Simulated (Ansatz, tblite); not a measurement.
# (H2In-mu-AsH2)2 (In2As2H8): removing an electron, part 2 of 2

Aim: the energy of removing an electron for (H2In-mu-AsH2)2 (In2As2H8), by energy differences, and how well orbital energies stand in for it.

Ansatz 0.2.0, Gaussian basis; as each input shows.

**10. Relaxing the charge +1 doublet**

Contents of in.yaml:

```yaml
crystal:
  periodic: [false, false, false]
  atoms:
    - {symbol: In, position_ang: [1.172289, -0.773577, 1.548890]}
    - {symbol: H, position_ang: [2.516661, 0.201582, 2.005620]}
    - {symbol: H, position_ang: [0.646147, -2.290024, 2.173717]}
    - {symbol: As, position_ang: [1.005943, -0.832901, -1.176704]}
    - {symbol: In, position_ang: [-1.175908, 0.768760, -1.548551]}
    - {symbol: H, position_ang: [-2.518494, -0.211154, -2.000246]}
    - {symbol: H, position_ang: [-0.655076, 2.285091, -2.178144]}
    - {symbol: As, position_ang: [-1.004575, 0.834785, 1.176595]}
    - {symbol: H, position_ang: [0.894814, -2.212775, -1.778587]}
    - {symbol: H, position_ang: [2.253303, -0.383160, -1.898183]}
    - {symbol: H, position_ang: [-0.882428, 2.216687, 1.771670]}
    - {symbol: H, position_ang: [-2.252676, 0.396697, 1.903923]}
basis:
  gaussian: {orbitals: def2-SVP}
total_charge: 1
magnetization: {spin_polarized: true, initial_magnetization: 1}
hamiltonian: {xc: pbe0, dispersion: d4}
scf: {lower_state_search: "off"}
output: {orbitals: {seedname: orbitals}}
relax: {f_tol: 0.02, max_steps: 100}
```

Command:

```bash
ansatz run in.yaml --threads 2 --pin off --events-out ev --progress --plain --max-ram 22528MiB --backend cpu
```

Output:

```text
Functional definition: PBE0
  name "PBE0"
  cite "Adamo & Barone, J. Chem. Phys. 110, 6158 (1999) doi:10.1063/1.478522"
  cite "Perdew, Burke & Ernzerhof, Phys. Rev. Lett. 77, 3865 (1996) doi:10.1103/PhysRevLett.77.3865"
  parent pbe
  parameter a = 0.25
  parameter kappa = 0.804
  parameter beta = 0.06672455060314922
  exchange = (1 - a)*pbe_x(kappa = kappa, mu = beta*pi^2/3) + a*exact_x
  correlation = pbe_c(beta = beta)
these checks for a lower state are left out or cut short: stability, starts, cluster_reference, orbital_swaps, neighbouring_geometries, increment
1832 factors; integrals over basis functions are off by at most 3.0e-4 eV
mean field evaluation 1: about -132121.3922 eV, gradient 1.1e1 eV
mean field evaluation 2: about -132121.8536 eV, gradient 7.8e0 eV
mean field evaluation 4: about -132122.2155 eV, gradient 4.4e-1 eV
mean field evaluation 8: about -132122.2329 eV, gradient 5.1e-2 eV
mean field evaluation 16: about -132122.2330 eV, gradient 6.6e-5 eV
mean field -132122.23296480 eV, -4855.4025057905 hartree, gradient 3.9e-6 eV, S^2 0.756951; 0 other end points of the search recorded, 0 dependent functions left out
the calculation of the forces begins
reference -132122.23301335 eV, -4855.4025075745 hartree; 58, 57 occupied and 98, 99 virtual orbitals, 1832 factors
relax step   1: F+E_penalty+E_count = -132122.54053271 eV  Δ(F+E_penalty+E_count) = +0.000e0 eV  max|allowed force component| = 6.312e-1 eV/Å  Δτ_max = 0.0000 Å  (18 SCF iters, accepted)
these checks for a lower state are left out or cut short: stability, starts, cluster_reference, orbital_swaps, neighbouring_geometries, increment
1832 factors; integrals over basis functions are off by at most 3.1e-4 eV
mean field -132122.55013003 eV, -4855.4141613977 hartree, gradient 2.9e-6 eV, S^2 0.757466; 0 other end points of the search recorded, 0 dependent functions left out
the calculation of the forces begins
reference -132122.55017652 eV, -4855.4141631062 hartree; 58, 57 occupied and 98, 99 virtual orbitals, 1832 factors
relax step   2: F+E_penalty+E_count = -132122.85039899 eV  Δ(F+E_penalty+E_count) = -3.099e-1 eV  max|allowed force component| = 3.204e-1 eV/Å  Δτ_max = 0.1947 Å  (21 SCF iters, accepted)
these checks for a lower state are left out or cut short: stability, starts, cluster_reference, orbital_swaps, neighbouring_geometries, increment
1832 factors; integrals over basis functions are off by at most 3.1e-4 eV
mean field evaluation 32: about -132122.6592 eV, gradient 6.0e-2 eV
mean field -132122.67454980 eV, -4855.4187337398 hartree, gradient 3.0e-6 eV, S^2 0.757467; 0 other end points of the search recorded, 0 dependent functions left out
the calculation of the forces begins
reference -132122.67459522 eV, -4855.4187354089 hartree; 58, 57 occupied and 98, 99 virtual orbitals, 1832 factors
relax step   3: F+E_penalty+E_count = -132122.98210915 eV  Δ(F+E_penalty+E_count) = -1.317e-1 eV  max|allowed force component| = 1.456e-1 eV/Å  Δτ_max = 0.1939 Å  (20 SCF iters, accepted)
these checks for a lower state are left out or cut short: stability, starts, cluster_reference, orbital_swaps, neighbouring_geometries, increment
1832 factors; integrals over basis functions are off by at most 3.1e-4 eV
mean field -132122.68595590 eV, -4855.4191529063 hartree, gradient 2.9e-6 eV, S^2 0.757590; 0 other end points of the search recorded, 0 dependent functions left out
the calculation of the forces begins
reference -132122.68600094 eV, -4855.4191545613 hartree; 58, 57 occupied and 98, 99 virtual orbitals, 1832 factors
relax step   4: F+E_penalty+E_count = -132122.99555582 eV  Δ(F+E_penalty+E_count) = -1.345e-2 eV  max|allowed force component| = 1.922e-2 eV/Å  Δτ_max = 0.0752 Å  (20 SCF iters, accepted)
these checks for a lower state are left out or cut short: stability, starts, cluster_reference, orbital_swaps, neighbouring_geometries, increment
1832 factors; integrals over basis functions are off by at most 3.1e-4 eV
mean field -132122.68849527 eV, -4855.4192462264 hartree, gradient 1.4e-6 eV, S^2 0.757543; 0 other end points of the search recorded, 0 dependent functions left out
the calculation of the forces begins
reference -132122.68854030 eV, -4855.4192478813 hartree; 58, 57 occupied and 98, 99 virtual orbitals, 1832 factors
relax step   5: F+E_penalty+E_count = -132122.99808756 eV  Δ(F+E_penalty+E_count) = -2.532e-3 eV  max|allowed force component| = 8.114e-2 eV/Å  Δτ_max = 0.0227 Å  (23 SCF iters, accepted)
these checks for a lower state are left out or cut short: stability, starts, cluster_reference, orbital_swaps, neighbouring_geometries, increment
1832 factors; integrals over basis functions are off by at most 3.3e-4 eV
mean field -132122.74080181 eV, -4855.4211684562 hartree, gradient 2.0e-6 eV, S^2 0.756530; 0 other end points of the search recorded, 0 dependent functions left out
the calculation of the forces begins
reference -132122.74084694 eV, -4855.4211701148 hartree; 58, 57 occupied and 98, 99 virtual orbitals, 1832 factors
relax step   6: F+E_penalty+E_count = -132123.04895885 eV  Δ(F+E_penalty+E_count) = -5.087e-2 eV  max|allowed force component| = 2.141e-1 eV/Å  Δτ_max = 0.0940 Å  (26 SCF iters, accepted)
these checks for a lower state are left out or cut short: stability, starts, cluster_reference, orbital_swaps, neighbouring_geometries, increment
1832 factors; integrals over basis functions are off by at most 3.6e-4 eV
mean field evaluation 64: about -132122.7562 eV, gradient 1.7e-1 eV
mean field -132122.75649147 eV, -4855.4217450406 hartree, gradient 1.6e-6 eV, S^2 0.754662; 0 other end points of the search recorded, 0 dependent functions left out
the calculation of the forces begins
reference -132122.75653661 eV, -4855.4217466995 hartree; 58, 57 occupied and 98, 99 virtual orbitals, 1832 factors
relax step   7: F+E_penalty+E_count = -132123.06122464 eV  Δ(F+E_penalty+E_count) = -1.227e-2 eV  max|allowed force component| = 5.502e-1 eV/Å  Δτ_max = 0.1846 Å  (24 SCF iters, accepted)
these checks for a lower state are left out or cut short: stability, starts, cluster_reference, orbital_swaps, neighbouring_geometries, increment
1832 factors; integrals over basis functions are off by at most 3.5e-4 eV
mean field -132122.80670519 eV, -4855.4235903608 hartree, gradient 4.6e-6 eV, S^2 0.755169; 0 other end points of the search recorded, 0 dependent functions left out
the calculation of the forces begins
reference -132122.80675068 eV, -4855.4235920324 hartree; 58, 57 occupied and 98, 99 virtual orbitals, 1832 factors
relax step   8: F+E_penalty+E_count = -132123.11069569 eV  Δ(F+E_penalty+E_count) = -4.947e-2 eV  max|allowed force component| = 1.874e-1 eV/Å  Δτ_max = 0.0823 Å  (20 SCF iters, accepted)
these checks for a lower state are left out or cut short: stability, starts, cluster_reference, orbital_swaps, neighbouring_geometries, increment
1832 factors; integrals over basis functions are off by at most 3.5e-4 eV
mean field -132122.81988770 eV, -4855.4240748091 hartree, gradient 2.9e-6 eV, S^2 0.754810; 0 other end points of the search recorded, 0 dependent functions left out
the calculation of the forces begins
reference -132122.81993336 eV, -4855.4240764870 hartree; 58, 57 occupied and 98, 99 virtual orbitals, 1832 factors
relax step   9: F+E_penalty+E_count = -132123.12186332 eV  Δ(F+E_penalty+E_count) = -1.117e-2 eV  max|allowed force component| = 9.717e-2 eV/Å  Δτ_max = 0.0416 Å  (20 SCF iters, accepted)
these checks for a lower state are left out or cut short: stability, starts, cluster_reference, orbital_swaps, neighbouring_geometries, increment
1832 factors; integrals over basis functions are off by at most 3.5e-4 eV
mean field -132122.82917265 eV, -4855.4244160249 hartree, gradient 1.9e-6 eV, S^2 0.754613; 0 other end points of the search recorded, 0 dependent functions left out
the calculation of the forces begins
reference -132122.82921861 eV, -4855.4244177138 hartree; 58, 57 occupied and 98, 99 virtual orbitals, 1832 factors
relax step  10: F+E_penalty+E_count = -132123.12900589 eV  Δ(F+E_penalty+E_count) = -7.143e-3 eV  max|allowed force component| = 2.622e-2 eV/Å  Δτ_max = 0.0602 Å  (21 SCF iters, accepted)
these checks for a lower state are left out or cut short: stability, starts, cluster_reference, orbital_swaps, neighbouring_geometries, increment
1832 factors; integrals over basis functions are off by at most 3.5e-4 eV
mean field evaluation 96: about -132122.8210 eV, gradient 1.9e-6 eV
mean field -132122.82099473 eV, -4855.4241154919 hartree, gradient 1.9e-6 eV, S^2 0.754658; 0 other end points of the search recorded, 0 dependent functions left out
the calculation of the forces begins
reference -132122.82104068 eV, -4855.4241171803 hartree; 58, 57 occupied and 98, 99 virtual orbitals, 1832 factors
relax step  11: F+E_penalty+E_count = -132123.11693816 eV  Δ(F+E_penalty+E_count) = +1.207e-2 eV  max|allowed force component| = 1.884e-1 eV/Å  Δτ_max = 0.0686 Å  (19 SCF iters, rejected (line search))
these checks for a lower state are left out or cut short: stability, starts, cluster_reference, orbital_swaps, neighbouring_geometries, increment
1832 factors; integrals over basis functions are off by at most 3.5e-4 eV
mean field -132122.83155186 eV, -4855.4245034591 hartree, gradient 1.7e-6 eV, S^2 0.754578; 0 other end points of the search recorded, 0 dependent functions left out
the calculation of the forces begins
reference -132122.83159793 eV, -4855.4245051523 hartree; 58, 57 occupied and 98, 99 virtual orbitals, 1832 factors
relax step  12: F+E_penalty+E_count = -132123.12947287 eV  Δ(F+E_penalty+E_count) = -4.670e-4 eV  max|allowed force component| = 3.688e-2 eV/Å  Δτ_max = 0.0343 Å  (20 SCF iters, accepted)
these checks for a lower state are left out or cut short: stability, starts, cluster_reference, orbital_swaps, neighbouring_geometries, increment
1832 factors; integrals over basis functions are off by at most 3.5e-4 eV
mean field -132122.83184964 eV, -4855.4245144025 hartree, gradient 2.6e-6 eV, S^2 0.754562; 0 other end points of the search recorded, 0 dependent functions left out
the calculation of the forces begins
reference -132122.83189572 eV, -4855.4245160955 hartree; 58, 57 occupied and 98, 99 virtual orbitals, 1832 factors
relax step  13: F+E_penalty+E_count = -132123.13003570 eV  Δ(F+E_penalty+E_count) = -5.628e-4 eV  max|allowed force component| = 8.224e-3 eV/Å  Δτ_max = 0.0124 Å  (15 SCF iters, accepted)
Total energy: -132123.13008177 eV, -4855.4354742311 hartree
Atom 0 at     1.030261    -0.651295     1.745491 Å, force    -0.001729    -0.003696    -0.002695 eV/Å
Atom 1 at     2.420363     0.332261     1.767951 Å, force    -0.002209    -0.000332     0.000132 eV/Å
Atom 2 at     0.490027    -2.253729     1.946028 Å, force     0.000700    -0.000125     0.001480 eV/Å
Atom 3 at     1.156194    -0.960375    -1.354303 Å, force    -0.001371     0.004909     0.003454 eV/Å
Atom 4 at    -1.340785     0.906145    -1.383171 Å, force    -0.000010    -0.004968    -0.000308 eV/Å
Atom 5 at    -2.370807    -0.374522    -1.829075 Å, force    -0.000983     0.001054    -0.000740 eV/Å
Atom 6 at    -0.438393     2.210110    -2.004168 Å, force    -0.001039    -0.001062     0.001601 eV/Å
Atom 7 at    -1.106943     0.913326     1.293606 Å, force     0.008224     0.005276    -0.003786 eV/Å
Atom 8 at     1.048078    -2.342231    -1.960367 Å, force    -0.000921    -0.001213     0.000111 eV/Å
Atom 9 at     2.406571    -0.517587    -2.081654 Å, force     0.001590    -0.000254    -0.001299 eV/Å
Atom 10 at    -0.946865     2.296259     1.860539 Å, force    -0.003067     0.002433     0.003675 eV/Å
Atom 11 at    -2.347702     0.441648     1.999122 Å, force     0.000816    -0.002023    -0.001626 eV/Å
Dipole moment:     0.068105    -0.056151    -0.079518 e Å
Checks for a lower state left out: stability, starts, cluster_reference, orbital_swaps, neighbouring_geometries, increment
```

Run time: 1.8 min. Hardware: 2 threads of AMD EPYC 7R13, shared host; peak memory 0.74 GiB.

Relaxation path: (the energy doesn't fall at every step)

```
step  energy from step 1 (eV)  largest force component (eV/Å)
   1                   0.0000                          0.6312
   2                  -0.3099                          0.3204
   3                  -0.4416                          0.1456
   4                  -0.4550                          0.0192
   5                  -0.4576                          0.0811
   6                  -0.5084                          0.2141
   7                  -0.5207                          0.5502
   8                  -0.5702                          0.1874
   9                  -0.5813                          0.0972
  10                  -0.5885                          0.0262
  11                  -0.5764                          0.1884
  12                  -0.5889                          0.0369
  13                  -0.5895                          0.0082
```

The force was under the threshold of 0.02 eV/Å already at step 4, but the program went on to step 13.

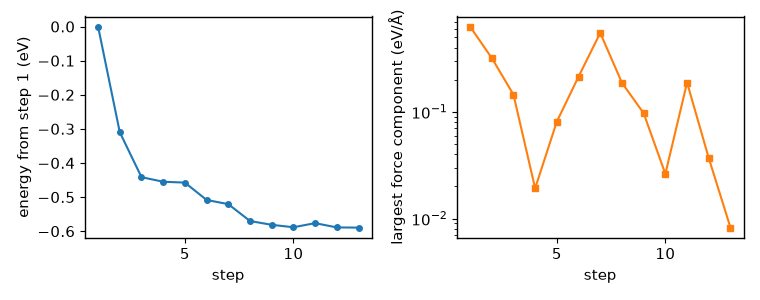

Energy and force, step by step.

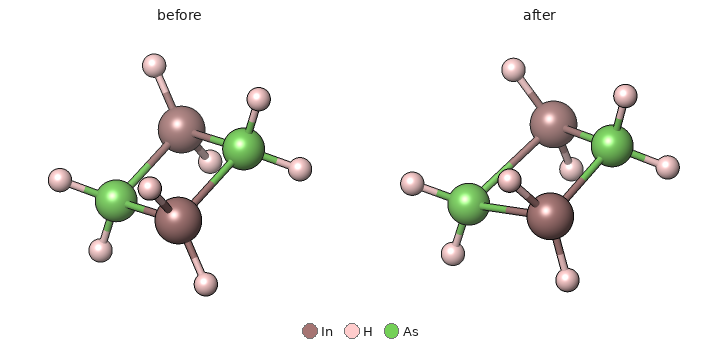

The geometry before (left) and after (right).

Distances of close pairs at the start and the end, largest changes first:

```
   bond  before (Å)  after (Å)  change (Å)
In1–As4       2.731      3.118      +0.386
As4–In5       2.732      3.118      +0.386
In1–As8       2.732      2.687      -0.045
In5–As8       2.731      2.687      -0.044
 In1–H3       1.722      1.703      -0.020
 In5–H6       1.722      1.703      -0.020
 In5–H7       1.722      1.703      -0.019
 In1–H2       1.722      1.703      -0.019
```

**11. Charge +1 doublet, PBE0-D4/def2-TZVP**

Contents of in.yaml:

```yaml
crystal:
  periodic: [false, false, false]
  atoms:
    - {symbol: In, position_ang: [1.030261, -0.651295, 1.745491]}
    - {symbol: H, position_ang: [2.420363, 0.332261, 1.767951]}
    - {symbol: H, position_ang: [0.490027, -2.253729, 1.946028]}
    - {symbol: As, position_ang: [1.156194, -0.960375, -1.354303]}
    - {symbol: In, position_ang: [-1.340785, 0.906145, -1.383171]}
    - {symbol: H, position_ang: [-2.370807, -0.374522, -1.829075]}
    - {symbol: H, position_ang: [-0.438393, 2.210110, -2.004168]}
    - {symbol: As, position_ang: [-1.106943, 0.913326, 1.293606]}
    - {symbol: H, position_ang: [1.048078, -2.342231, -1.960367]}
    - {symbol: H, position_ang: [2.406571, -0.517587, -2.081654]}
    - {symbol: H, position_ang: [-0.946865, 2.296259, 1.860539]}
    - {symbol: H, position_ang: [-2.347702, 0.441648, 1.999122]}
basis:
  gaussian: {orbitals: def2-TZVP, initial_orbitals: start.molden}
total_charge: 1
magnetization: {spin_polarized: true, initial_magnetization: 1}
hamiltonian: {xc: pbe0, dispersion: d4}
scf: {omitted_lower_state_checks: [starts]}
output: {orbitals: {seedname: orbitals}}
```

Launched as before.

Output:

```text
Functional definition: PBE0
  name "PBE0"
  cite "Adamo & Barone, J. Chem. Phys. 110, 6158 (1999) doi:10.1063/1.478522"
  cite "Perdew, Burke & Ernzerhof, Phys. Rev. Lett. 77, 3865 (1996) doi:10.1103/PhysRevLett.77.3865"
  parent pbe
  parameter a = 0.25
  parameter kappa = 0.804
  parameter beta = 0.06672455060314922
  exchange = (1 - a)*pbe_x(kappa = kappa, mu = beta*pi^2/3) + a*exact_x
  correlation = pbe_c(beta = beta)
these checks for a lower state are left out or cut short: starts
2160 factors; their error is unknown
mean field evaluation 1: about -132136.7744 eV, gradient 1.1e2 eV
mean field evaluation 2: about -132137.7271 eV, gradient 2.2e0 eV
mean field evaluation 4: about -132138.3381 eV, gradient 4.2e-1 eV
mean field evaluation 8: about -132138.3384 eV, gradient 1.6e-5 eV
mean field -132138.33838814 eV, -4855.9943691815 hartree, gradient 1.6e-5 eV, S^2 0.755307; 0 other end points of the search recorded, 0 dependent functions left out
reference -132138.33843390 eV, -4855.9943708630 hartree; 58, 57 occupied and 186, 187 virtual orbitals, 2160 factors
Total energy: -132138.63661997 eV, -4856.0053289991 hartree
Checks for a lower state left out: starts
```

It took 24 s on 2 threads of AMD EPYC 7R13, shared host; peak memory 1.4 GiB.

From the report: HOMO -11.28 eV, LUMO -8.65 eV (over both spins); ⟨S²⟩ 0.755 (pure: 0.75).

**12. Charge +1 doublet, PBE-D4/def2-TZVP**

Changes to in.yaml since step 11:

```diff
@@ -19,3 +19,3 @@
 magnetization: {spin_polarized: true, initial_magnetization: 1}
-hamiltonian: {xc: pbe0, dispersion: d4}
+hamiltonian: {xc: pbe, dispersion: d4}
 scf: {omitted_lower_state_checks: [starts]}
```

The command is unchanged.

Output:

```text
Functional definition: PBE
  name "PBE"
  cite "Perdew, Burke & Ernzerhof, Phys. Rev. Lett. 77, 3865 (1996) doi:10.1103/PhysRevLett.77.3865"
  parent pbe
  parameter kappa = 0.804
  parameter beta = 0.06672455060314922
  exchange = pbe_x(kappa = kappa, mu = beta*pi^2/3)
  correlation = pbe_c(beta = beta)
these checks for a lower state are left out or cut short: starts
1874 factors; their error is unknown
mean field evaluation 1: about -132134.3879 eV, gradient 9.0e0 eV
mean field evaluation 2: about -132134.5868 eV, gradient 2.7e-1 eV
mean field evaluation 4: about -132134.5791 eV, gradient 4.2e-2 eV
mean field evaluation 8: about -132134.5791 eV, gradient 2.1e-5 eV
mean field -132134.57913281 eV, -4855.8562190962 hartree, gradient 2.1e-5 eV, S^2 0.753219; 0 other end points of the search recorded, 0 dependent functions left out
reference -132134.57919792 eV, -4855.8562214890 hartree; 58, 57 occupied and 186, 187 virtual orbitals, 1874 factors
Total energy: -132134.91903403 eV, -4855.8687102358 hartree
Checks for a lower state left out: starts
```

Wall time 9 s (2 threads of AMD EPYC 7R13, shared host).

Report: HOMO -10.28 eV, LUMO -9.43 eV (over both spins); ⟨S²⟩ 0.753 (pure: 0.75).

**13. Adiabatic ionisation energy**

Charged state less starting state, singlet to doublet; the starting state's energies are those of its earlier runs.

```
            level  adiabatic ionisation energy (eV)  time
 PBE-D4/def2-TZVP                             +7.93  14 s
PBE0-D4/def2-TZVP                             +8.03  39 s
```

Times add the two runs; a level without a time comes out of a correlated run.

**14. Outcome**

This closing draws on all 2 parts.

| quantity | value |
| --- | --- |
| vertical ionisation energy, functionals in def2-TZVP | 8.29 (PBE-D4) to 8.95 eV (LC-ωPBE) |
| tuned ω | 0.26 1/bohr |
| adiabatic ionisation energy, functionals in def2-TZVP | 7.93 (PBE-D4) to 8.03 eV (PBE0-D4) |
| relaxation of the cation side, PBE-D4/def2-TZVP | 0.36 eV |

**Reading.** The vertical ionisation energy spans 8.29 to 8.95 eV over the functionals. −ε(HOMO) misses the level's own difference by +0.50 eV at best (LC-ωPBE) and -2.24 eV at worst (PBE-D4). The adiabatic ionisation energy spans 7.93 to 8.03 eV over the functionals. Relaxing the oxidised state gains 0.36 eV at PBE-D4/def2-TZVP.
